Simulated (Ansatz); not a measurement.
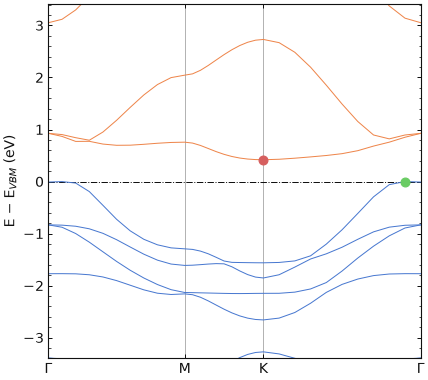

Band structure of NiSO (slab), 3 atoms in the cell, 2H monolayer (Janus) type. Level of theory: DFT, PBE, plane waves, PAW, no spin polarisation, 12×12×1 k mesh, 420 eV cutoff, Fermi-Dirac smearing of 0.02 eV; code Ansatz 0.2.0. Energies are counted from the top of the valence band.

The bands leave a gap. The gap along this path is 0.42 eV and indirect, from the valence-band top between K and Γ to the conduction-band bottom at K; the smallest direct gap is 0.80 eV, between Γ and M. The top valence band spans 1.6 eV and the lowest conduction band 0.5 eV. The direct gaps are 0.94 eV at Γ, 2.05 eV at M and 1.98 eV at K.

The atoms aren't at rest in this cell (largest force 0.5 eV/Å), so the relaxed material can differ.
